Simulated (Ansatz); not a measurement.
# Ge: freezing in a mode

Aim: for Ge, trace the energy along mode 5.

Program: Ansatz 0.2.0. Level of theory: DFT r2SCAN, scalar-relativistic, plane waves, PAW. These are calculated values, not measurements.

4 further runs of the same task are left out: 1 that didn't finish, 3 set aside as unsound or not needed.

**1. Starting point**

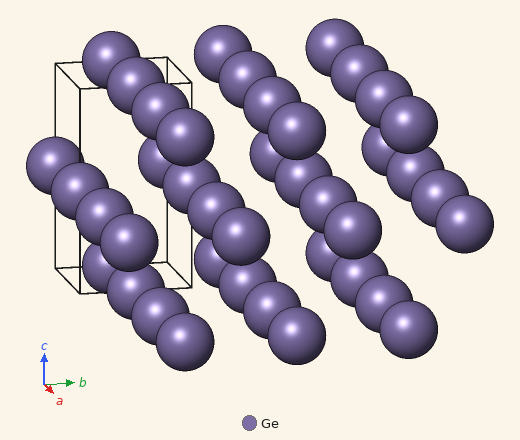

The starting structure, seen slightly off an axis (germanium purple). 3×3×1 cells are drawn. Atoms on the faces are drawn again on the opposite ones.

As a file:

```cif
data_structure
_symmetry_space_group_name_H-M 'Cmmm'
_symmetry_Int_Tables_number 65
_cell_length_a 2.7735
_cell_length_b 5.1010
_cell_length_c 2.6462
_cell_angle_alpha 90.000
_cell_angle_beta 90.000
_cell_angle_gamma 90.000
_cell_volume 37.44
loop_
_atom_site_label
_atom_site_type_symbol
_atom_site_symmetry_multiplicity
_atom_site_Wyckoff_symbol
_atom_site_fract_x
_atom_site_fract_y
_atom_site_fract_z
_atom_site_occupancy
Ge1 Ge 2 b 0.50000 0.00000 0.00000 1
```

It goes back to an entry of the Materials Project, which need not be the stable form.

It is built from the cell relaxed beforehand with the same method (18.72 Å³/atom).

**2. The reference cell**

The cell is repeated 2 times, 2 atoms in all. The reference gives a free energy of -8605.0376 eV, pressure -0.03 GPa, largest force 0.000 eV/Å and gap on the mesh none (metal). It was computed beforehand with the settings of the runs below.

**3. Next: freezing in a mode**

Mode 5 of the phonon run on this cell, counted from the lowest, is frozen in: each atom moves by x times its row below, so x is the largest displacement.

```
atom     ux     uy      uz
 Ge1  0.000  0.000  -1.000
 Ge2  0.000  0.000   1.000
```

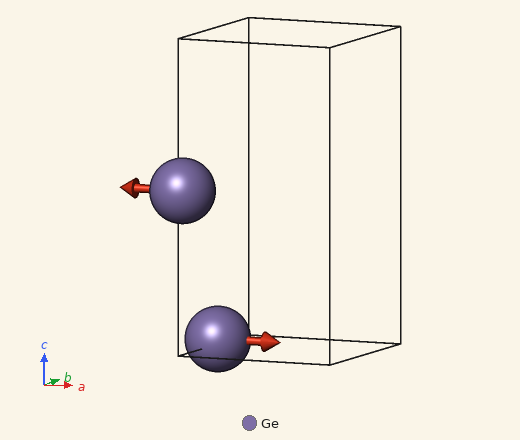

The mode's pattern as arrows, enlarged. Each atom of the cell is drawn once.

**4. x = -0.200 Å**

input.yaml reads:

```yaml
crystal:
  lattice:
    - [0.0, 0.0, -2.6462165267]
    - [2.7735418769, 0.0, 0.0]
    - [0.0, -5.1009774123, 0.0]
  atoms:
    - { symbol: Ge, position: [-0.0755796051, 0.5, 0.0] }
    - { symbol: Ge, position: [0.0755796051, 0.0, 0.5] }
basis:
  ecutwfc: 500
kpoints:
  mp_grid: { grid: [22, 22, 12] }
hamiltonian:
  xc: r2scan
scf:
  occupations: { method: gaussian, width: 0.15 }
output:
  forces: true
  stress: true
  eigenvalues: true
```

Command:

```console
> ansatz run input.yaml --threads 2 --pin off --max-ram 5120MiB --backend cpu --events-out ev --progress --plain --runs-dir out
```

What it wrote, shortened:

```text
Warning: RAYON_NUM_THREADS=2 ignored (pool sized by the plan → 2); use --threads N
[...]
Pseudopotentials: kind: paw
Pseudopotential: Ge, paw, valence charge 14, recommended cutoff 500 eV (meta_gga), Ge.paw.azcp
Functional definition: r2SCAN
[...]
Crystal: 2 atoms, lattice volume = 37.438 Å³
Basis set: ecut = 500 eV, 941 PW (Γ), exchange–correlation on 80×96×160 points (64 copies of the dense FFT grid, shifted against one another)
Bands: 18, of which v1, the nominal top of the filled ones, is band 14 counted from 1 (13 counted from 0)
Symmetry: 8 space group operations
Space group: Pmmn (ITA 59), of the structure as read, at distance tolerance 3.3e-5 Å
k-points: 1008 of 5808
[...]
SCF iter   1: F=—  HF=-8604.955327 eV  |F-HF|=—  |Δ(HF+E_count)|=         —  Δρ=6.79e-3  dr2=5.71e-3  dr2_τ=1.41e-3  ethr=1.77e-3  ⟨swp⟩=5.0  Hψ=74188  notcnv=0
[...]
SCF iter   6: F=-8604.981358 eV  HF=-8604.981358 eV  |F-HF|=3.71e-9  |Δ(HF+E_count)|=   1.54e-6  Δρ=8.79e-6  dr2=3.80e-8  dr2_τ=2.33e-10  ethr=3.57e-10  ⟨swp⟩=3.7  Hψ=74749  notcnv=0
[...]
SCF converged after 6 iterations
Free energy (F): -8604.981358 eV
[...]
E sigma→0 (E₀):  -8604.977653 eV
Entropy (-TS):   -0.007410 eV (-3.705 meV/atom)
Fermi energy:    11.021861 eV
[...]
--- Forces (eV/Å), atoms counted from 1 ---
  atom   1  Ge     0.00000000     0.00000000    -0.28027864
  atom   2  Ge     0.00000000     0.00000000     0.28027864
[...]
--- Stress (GPa, compression-positive) ---
        0.700918       0.000000       0.000000
        0.000000      -1.193279       0.000000
        0.000000       0.000000       1.204150
  P = ⅓ Tr σ = 0.2373 GPa (2.373 kbar)
--- Band table (eV; the first three rows and the last of 1008) ---
  k-point 0: bands = ["-14.5066", "-14.5006", "-14.4231", "-14.4027", "-14.3670", "-14.2852", "-14.2695", "-14.2574", "-14.2331", "-14.2275", "-2.9188", "1.8317", "4.9278", "16.3919", "18.7829", "18.7884", "20.2431", "20.3048"]
[...]
```

Run time: 38 s. Hardware: 2 threads of Arm Neoverse V1, shared host; peak memory 0.96 GiB.

**5. Point x = 0.150 Å**

Changes to input.yaml since step 4:

```diff
@@ -6,4 +6,4 @@
   atoms:
-    - { symbol: Ge, position: [-0.0755796051, 0.5, 0.0] }
-    - { symbol: Ge, position: [0.0755796051, 0.0, 0.5] }
+    - { symbol: Ge, position: [0.0566847038, 0.5, 0.0] }
+    - { symbol: Ge, position: [-0.0566847038, 0.0, 0.5] }
 basis:
```

Command:

```console
> ansatz run input.yaml --threads 2 --pin off --max-ram 5120MiB --backend cpu --events-out ev --progress --plain --runs-dir out
```

What it wrote, shortened:

```text
Warning: RAYON_NUM_THREADS=2 ignored (pool sized by the plan → 2); use --threads N
[...]
[... 3 set-up lines as earlier in the session ...]
[...]
Crystal: 2 atoms, lattice volume = 37.438 Å³
Basis set: ecut = 500 eV, 941 PW (Γ), exchange–correlation on 80×96×160 points (64 copies of the dense FFT grid, shifted against one another)
Bands: 18, of which v1, the nominal top of the filled ones, is band 14 counted from 1 (13 counted from 0)
[... 2 set-up lines as earlier in the session ...]
k-points: 1008 of 5808
[...]
SCF iter   1: F=—  HF=-8604.980129 eV  |F-HF|=—  |Δ(HF+E_count)|=         —  Δρ=6.71e-3  dr2=5.62e-3  dr2_τ=1.44e-3  ethr=1.77e-3  ⟨swp⟩=5.0  Hψ=74313  notcnv=0
[...]
SCF iter   6: F=-8605.005946 eV  HF=-8605.005946 eV  |F-HF|=1.27e-9  |Δ(HF+E_count)|=   8.79e-7  Δρ=7.51e-6  dr2=2.63e-8  dr2_τ=1.66e-10  ethr=3.57e-10  ⟨swp⟩=3.7  Hψ=74400  notcnv=0
[...]
SCF converged after 6 iterations
Free energy (F): -8605.005946 eV
[...]
E sigma→0 (E₀):  -8605.002170 eV
Entropy (-TS):   -0.007552 eV (-3.776 meV/atom)
Fermi energy:    11.004526 eV
[...]
--- Forces (eV/Å), atoms counted from 1 ---
  atom   1  Ge     0.00000000     0.00000000     0.21104550
  atom   2  Ge     0.00000000     0.00000000    -0.21104550
[...]
--- Stress (GPa, compression-positive) ---
        0.860736       0.000000       0.000000
        0.000000      -1.216401       0.000000
        0.000000       0.000000       0.709372
  P = ⅓ Tr σ = 0.1179 GPa (1.179 kbar)
--- Band table (eV; the first three rows and the last of 1008) ---
  k-point 0: bands = ["-14.5151", "-14.5069", "-14.4302", "-14.4044", "-14.3764", "-14.2938", "-14.2741", "-14.2569", "-14.2400", "-14.2326", "-2.9285", "1.8353", "4.9077", "16.3779", "18.6215", "18.8292", "20.2452", "20.4956"]
[...]
```

Wall time 38 s (2 threads of Arm Neoverse V1, shared host); peak memory 0.96 GiB.

**6. At x = -0.100 Å**

Changes to input.yaml since step 5:

```diff
@@ -6,4 +6,4 @@
   atoms:
-    - { symbol: Ge, position: [0.0566847038, 0.5, 0.0] }
-    - { symbol: Ge, position: [-0.0566847038, 0.0, 0.5] }
+    - { symbol: Ge, position: [-0.0377898025, 0.5, 0.0] }
+    - { symbol: Ge, position: [0.0377898025, 0.0, 0.5] }
 basis:
```

Command:

```console
> ansatz run input.yaml --threads 2 --pin off --max-ram 5120MiB --backend cpu --events-out ev --progress --plain --runs-dir out
```

What it wrote, shortened:

```text
[...]
SCF converged after 6 iterations
Free energy (F): -8605.023541 eV
[...]
E sigma→0 (E₀):  -8605.019678 eV
Entropy (-TS):   -0.007727 eV (-3.864 meV/atom)
Fermi energy:    10.991930 eV
[...]
--- Forces (eV/Å), atoms counted from 1 ---
  atom   1  Ge     0.00000000     0.00000000    -0.14078603
  atom   2  Ge     0.00000000     0.00000000     0.14078603
[...]
--- Stress (GPa, compression-positive) ---
        0.991180       0.000000       0.000000
        0.000000      -1.216533       0.000000
        0.000000       0.000000       0.328985
  P = ⅓ Tr σ = 0.0345 GPa (0.345 kbar)
--- Band table (eV; the first three rows and the last of 1008) ---
  k-point 0: bands = ["-14.5216", "-14.5119", "-14.4357", "-14.4055", "-14.3836", "-14.3004", "-14.2776", "-14.2565", "-14.2454", "-14.2365", "-2.9359", "1.8381", "4.8921", "16.3672", "18.5012", "18.8643", "20.2467", "20.4859"]
[...]
```

It took 39 s on 2 threads of Arm Neoverse V1, shared host; peak memory 0.96 GiB.

**7. x = 0.050 Å**

Changes to input.yaml since step 6:

```diff
@@ -6,4 +6,4 @@
   atoms:
-    - { symbol: Ge, position: [-0.0377898025, 0.5, 0.0] }
-    - { symbol: Ge, position: [0.0377898025, 0.0, 0.5] }
+    - { symbol: Ge, position: [0.0188949013, 0.5, 0.0] }
+    - { symbol: Ge, position: [-0.0188949013, 0.0, 0.5] }
 basis:
```

Command:

```console
> ansatz run input.yaml --threads 2 --pin off --max-ram 5120MiB --backend cpu --events-out ev --progress --plain --runs-dir out
```

What it wrote, shortened:

```text
Warning: RAYON_NUM_THREADS=2 ignored (pool sized by the plan → 2); use --threads N
[...]
[... 3 set-up lines as earlier in the session ...]
[...]
Crystal: 2 atoms, lattice volume = 37.438 Å³
Basis set: ecut = 500 eV, 941 PW (Γ), exchange–correlation on 80×96×160 points (64 copies of the dense FFT grid, shifted against one another)
Bands: 18, of which v1, the nominal top of the filled ones, is band 14 counted from 1 (13 counted from 0)
[... 2 set-up lines as earlier in the session ...]
k-points: 1008 of 5808
[...]
SCF iter   1: F=—  HF=-8605.008688 eV  |F-HF|=—  |Δ(HF+E_count)|=         —  Δρ=6.57e-3  dr2=5.41e-3  dr2_τ=1.48e-3  ethr=1.77e-3  ⟨swp⟩=5.0  Hψ=74310  notcnv=0
[...]
SCF iter   6: F=-8605.034104 eV  HF=-8605.034104 eV  |F-HF|=1.56e-9  |Δ(HF+E_count)|=   5.25e-7  Δρ=8.14e-6  dr2=2.66e-8  dr2_τ=1.63e-10  ethr=3.57e-10  ⟨swp⟩=3.7  Hψ=67017  notcnv=0
[...]
SCF converged after 6 iterations
Free energy (F): -8605.034104 eV
[...]
E sigma→0 (E₀):  -8605.030202 eV
Entropy (-TS):   -0.007805 eV (-3.903 meV/atom)
Fermi energy:    10.984340 eV
[...]
--- Forces (eV/Å), atoms counted from 1 ---
  atom   1  Ge     0.00000000     0.00000000     0.07044356
  atom   2  Ge     0.00000000     0.00000000    -0.07044356
[...]
--- Stress (GPa, compression-positive) ---
        1.076170       0.000000       0.000000
        0.000000      -1.211093       0.000000
        0.000000       0.000000       0.090877
  P = ⅓ Tr σ = -0.0147 GPa (-0.147 kbar)
--- Band table (eV; the first three rows and the last of 1008) ---
  k-point 0: bands = ["-14.5257", "-14.5151", "-14.4391", "-14.4063", "-14.3882", "-14.3046", "-14.2799", "-14.2563", "-14.2488", "-14.2391", "-2.9406", "1.8398", "4.8824", "16.3606", "18.4286", "18.8863", "20.2476", "20.4800"]
[...]
```

It took 38 s on 2 threads of Arm Neoverse V1, shared host; peak memory 0.96 GiB.

**8. At x = 0.175 Å**

Changes to input.yaml since step 7:

```diff
@@ -6,4 +6,4 @@
   atoms:
-    - { symbol: Ge, position: [0.0188949013, 0.5, 0.0] }
-    - { symbol: Ge, position: [-0.0188949013, 0.0, 0.5] }
+    - { symbol: Ge, position: [0.0661321544, 0.5, 0.0] }
+    - { symbol: Ge, position: [-0.0661321544, 0.0, 0.5] }
 basis:
```

Command:

```console
> ansatz run input.yaml --threads 2 --pin off --max-ram 5120MiB --backend cpu --events-out ev --progress --plain --runs-dir out
```

What it wrote, shortened:

```text
[...]
SCF converged after 7 iterations
Free energy (F): -8604.994518 eV
[...]
E sigma→0 (E₀):  -8604.990786 eV
Entropy (-TS):   -0.007466 eV (-3.733 meV/atom)
Fermi energy:    11.012684 eV
[...]
--- Forces (eV/Å), atoms counted from 1 ---
  atom   1  Ge     0.00000000     0.00000000     0.24595626
  atom   2  Ge     0.00000000     0.00000000    -0.24595626
[...]
--- Stress (GPa, compression-positive) ---
        0.783676       0.000000       0.000000
        0.000000      -1.209151       0.000000
        0.000000       0.000000       0.943919
  P = ⅓ Tr σ = 0.1728 GPa (1.728 kbar)
--- Band table (eV; the first three rows and the last of 1008) ---
  k-point 0: bands = ["-14.5108", "-14.5037", "-14.4266", "-14.4034", "-14.3717", "-14.2895", "-14.2717", "-14.2569", "-14.2365", "-14.2300", "-2.9238", "1.8336", "4.9173", "16.3846", "18.6992", "18.8073", "20.2443", "20.4924"]
[...]
```

It took 39 s on 2 threads of Arm Neoverse V1, shared host; peak memory 0.96 GiB.

**9. Point x = 0.125 Å**

Changes to input.yaml since step 8:

```diff
@@ -6,4 +6,4 @@
   atoms:
-    - { symbol: Ge, position: [0.0661321544, 0.5, 0.0] }
-    - { symbol: Ge, position: [-0.0661321544, 0.0, 0.5] }
+    - { symbol: Ge, position: [0.0472372532, 0.5, 0.0] }
+    - { symbol: Ge, position: [-0.0472372532, 0.0, 0.5] }
 basis:
```

Command:

```console
> ansatz run input.yaml --threads 2 --pin off --max-ram 5120MiB --backend cpu --events-out ev --progress --plain --runs-dir out
```

What it wrote, shortened:

```text
[...]
SCF converged after 6 iterations
Free energy (F): -8605.015622 eV
[...]
E sigma→0 (E₀):  -8605.011799 eV
Entropy (-TS):   -0.007647 eV (-3.824 meV/atom)
Fermi energy:    10.997604 eV
[...]
--- Forces (eV/Å), atoms counted from 1 ---
  atom   1  Ge     0.00000000     0.00000000     0.17594601
  atom   2  Ge     0.00000000     0.00000000    -0.17594601
[...]
--- Stress (GPa, compression-positive) ---
        0.930621       0.000000       0.000000
        0.000000      -1.218123       0.000000
        0.000000       0.000000       0.502939
  P = ⅓ Tr σ = 0.0718 GPa (0.718 kbar)
--- Band table (eV; the first three rows and the last of 1008) ---
  k-point 0: bands = ["-14.5186", "-14.5096", "-14.4332", "-14.4050", "-14.3803", "-14.2973", "-14.2760", "-14.2567", "-14.2429", "-14.2347", "-2.9325", "1.8368", "4.8992", "16.3721", "18.5555", "18.8483", "20.2460", "20.4903"]
[...]
```

It took 38 s on 2 threads of Arm Neoverse V1, shared host; peak memory 0.97 GiB.

**10. All points together**

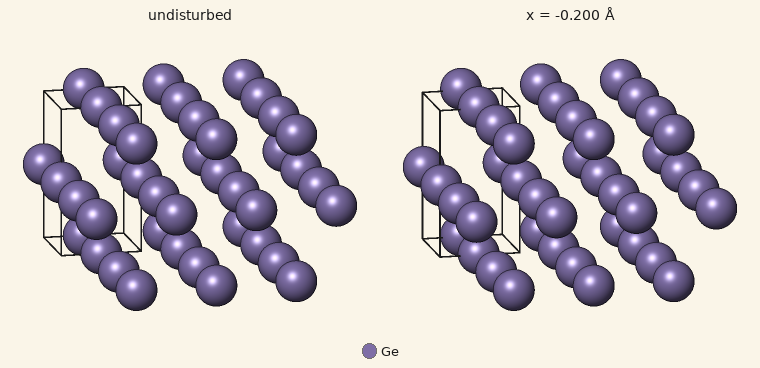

The undisturbed cell and the costliest point of the scan, at one scale, with neighbouring cells.

Collected from the runs (energy zero: the undisturbed cell):

```tsv
x (Å)	ΔE (meV/cell)	force along the mode (eV/Å)	pressure (GPa)
-0.200	56.3	0.561	0.2
-0.100	14.1	0.282	0.0
0.000	0.0	0.000	0.0
0.050	3.5	-0.141	0.0
0.125	22.0	-0.352	0.1
0.150	31.7	-0.422	0.1
0.175	43.1	-0.492	0.2
```

Not run, since symmetry makes them alike: 0.200 repeats -0.200, -0.150 repeats 0.150, 0.100 repeats -0.100, -0.050 repeats 0.050. Energy, pressure and gap are the same there.

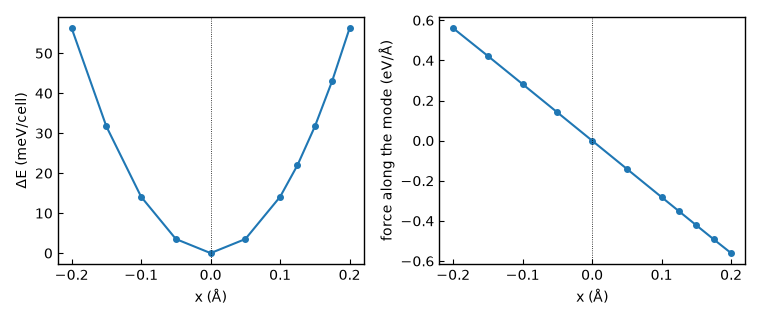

ΔE and force along the mode along the scan; points alike by symmetry are filled in.

**11. Outcome**

```
                                          quantity    value
                   harmonic wavenumber of the mode  73 cm⁻¹
the same from the force at an amplitude of 0.050 Å  73 cm⁻¹
```

**Reading.** The force at the smallest amplitude gives 73 cm⁻¹ against 73 cm⁻¹ from the phonon run, so the curve is close to a parabola there. No sampled point lies below the undisturbed cell.
